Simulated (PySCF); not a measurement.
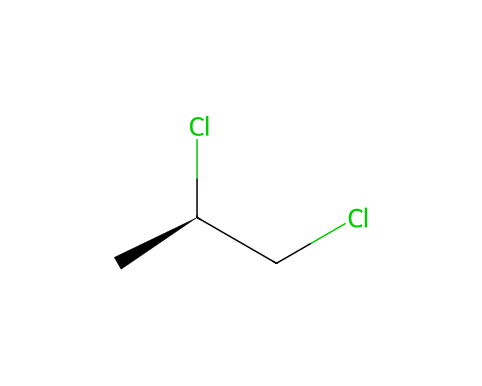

2D structure.

Give its SMILES.

C[C@@H](Cl)CCl

What is the molecular formula?

C3H6Cl2.

More results for the same structure follow; atom numbers are the same in all pictures, views and colours differ. Computed geometry: PBE0-D3(BJ)/def2-SVP optimisation. No frequency run is at hand to confirm it as a minimum.

### Shape

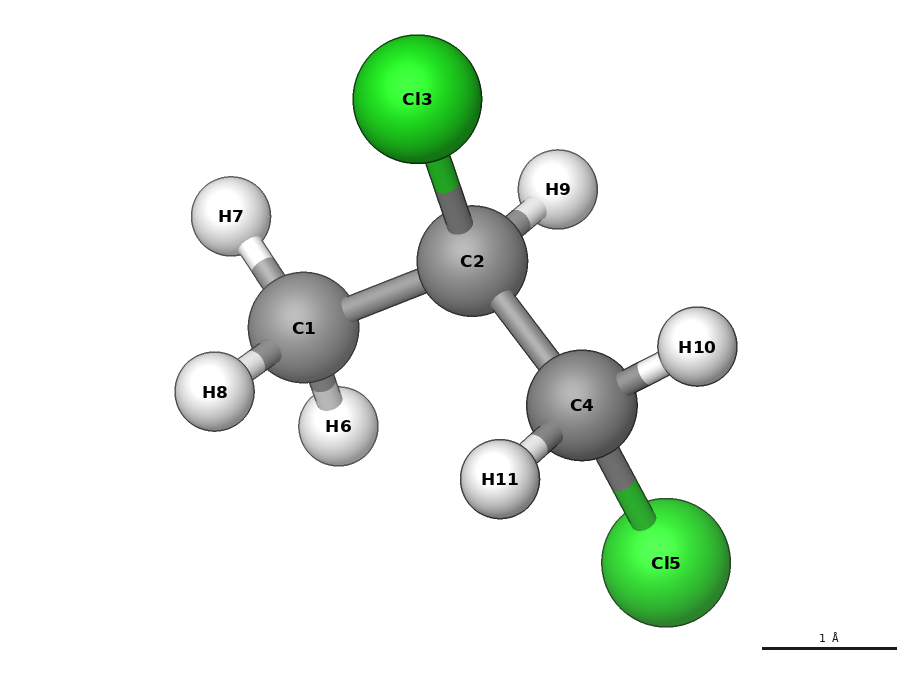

No frequency run is at hand to confirm it as a minimum.

List the bonds and their lengths.

```tsv
bond	length (Å)	order
C1–C2	1.510	single
C1–H6	1.100	single
C1–H7	1.098	single
C1–H8	1.100	single
C2–Cl3	1.805	single
C2–C4	1.517	single
C2–H9	1.100	single
C4–Cl5	1.788	single
C4–H10	1.097	single
C4–H11	1.099	single
```

### NMR shielding

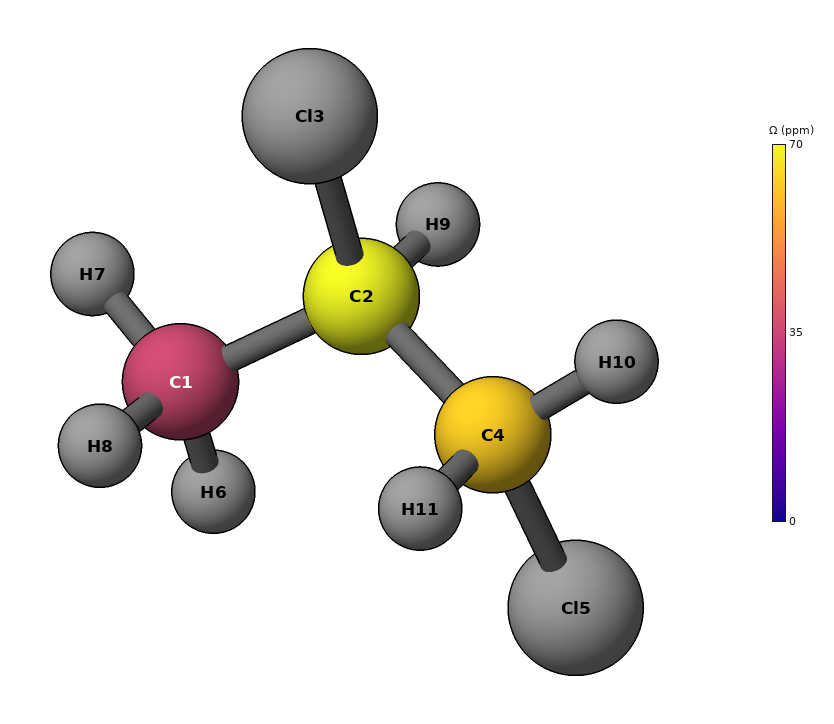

The C atoms are coloured by the span of their shielding tensor. No frequency run is at hand to confirm it as a minimum. Level of theory: GIAO B3LYP/pcSseg-2 NMR shielding, non-relativistic, gas phase (PySCF 2.14.0). Principal shieldings σ11 ≤ σ22 ≤ σ33, span Ω = σ33 − σ11, skew κ = 3(σiso − σ22)/Ω.

Which C atom has the most anisotropic shielding?

C2, with a span of 70 ppm.

Give the shielding tensors of the C atoms.

| atom | σ11 | σ22 | σ33 | σiso | Ω | κ |
| --- | --- | --- | --- | --- | --- | --- |
| C1 | 141.1 | 146.2 | 177.3 | 154.9 | 36.2 | 0.72 |
| C2 | 82.4 | 106.2 | 151.9 | 113.5 | 69.5 | 0.32 |
| C4 | 90.5 | 122.0 | 153.6 | 122.0 | 63.1 | 0.00 |

Shieldings and span in ppm.

### Charges

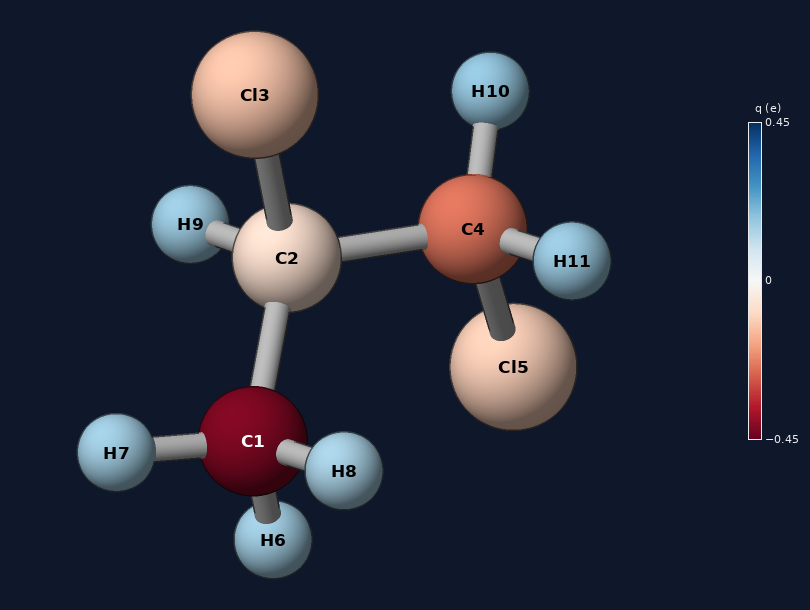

Atoms are coloured by their IAO charges. No frequency run is at hand to confirm it as a minimum. Properties computed with PBE0/pcSseg-1, gas phase (PySCF 2.14.0).

List the IAO charges.

| atom | value (e) |
| --- | --- |
| C1 | −0.42 |
| C2 | −0.07 |
| Cl3 | −0.12 |
| C4 | −0.24 |
| Cl5 | −0.11 |
| H6 | 0.16 |
| H7 | 0.16 |
| H8 | 0.15 |
| H9 | 0.16 |
| H10 | 0.17 |
| H11 | 0.17 |

### Polarisability

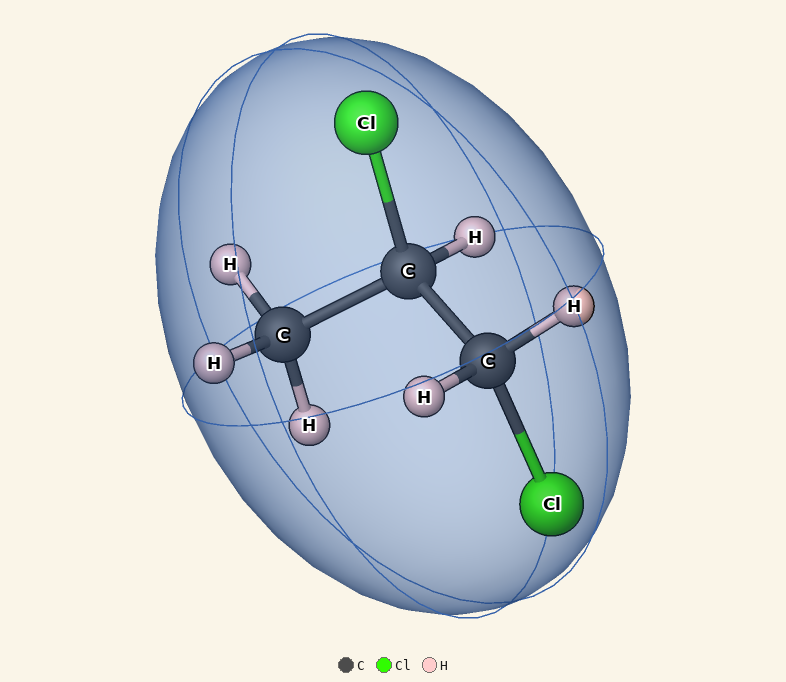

The ellipsoid shows the static dipole polarisability: its half-axes are proportional to the principal values. No frequency run is at hand to confirm it as a minimum. Computed with ωB97X-D/def2-SVPD (PySCF 2.14.0).

How large and how anisotropic is the polarisability?

Principal values 54.8, 61.7, 82.0 bohr³; mean 66.2 bohr³ (9.81 Å³); anisotropy 24.5 bohr³, so the longest axis is 1.50 times the shortest.

### Core levels

No frequency run is at hand to confirm it as a minimum. Properties computed with delta-SCF UKS SCAN, pcX-2 on the ionised atom, pcseg-1 elsewhere, spin-free X2C (PySCF 2.14.0).

Give the core-electron binding energies (to vacuum; p and d levels without spin–orbit splitting) of C1 1s, C2 1s, Cl3 1s, Cl3 2p, C4 1s, Cl5 1s, Cl5 2p.

| atom | level | binding energy (eV) |
| --- | --- | --- |
| C1 | 1s | 291.2 |
| C2 | 1s | 292.8 |
| Cl3 | 1s | 2828.6 |
| Cl3 | 2p | 206.6 |
| C4 | 1s | 292.7 |
| Cl5 | 1s | 2828.8 |
| Cl5 | 2p | 206.8 |
